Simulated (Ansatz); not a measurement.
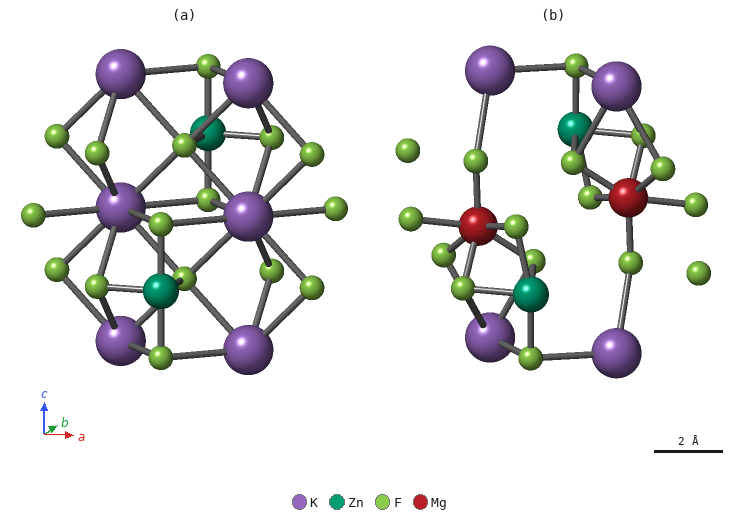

Left: perfect KZnF3. Right: the same region with a pair of point defects, after relaxing the atoms in a supercell of 40 sites. The picture is a ball-and-stick view of the atoms within 4.9 Å of one point, in a slice 4.2 Å thick across the line of sight, seen slightly off an axis.

All numbers below come from Ansatz 0.2.0, DFT, PBEsol, PAW, plane waves. Settings: plane-wave cutoff 420 eV; k-point mesh 1 × 1 × 1; mesh shifted by (0.25, 0.25, 0.25); no spin polarisation. Fermi-Dirac smearing of 0.01 eV. The axes drawn are those of the host's conventional cell.

### What kind of defect was made?

Two potassium atoms are replaced by magnesium, the two sites 4.1 Å apart.

The charge state of the cell is 0.

### How does the lattice respond?

One site: in the host the K atom has 12 F at 2.87 Å; the Mg atom ends with 6 F at 2.02 to 2.13 Å. The other site: in the host the K atom has 12 F at 2.87 Å; the Mg atom ends with 6 F at 2.03 to 2.12 Å. Of the host's atoms, a fluorine atom moves furthest from its site, by 0.93 Å. The Mg atom itself moves 1.05 Å from where it was put. The Mg atom itself moves 1.05 Å from where it was put.

Limits of the set-up: the periodic images lie only 8.1 Å apart, so the values are limited by the cell's size.
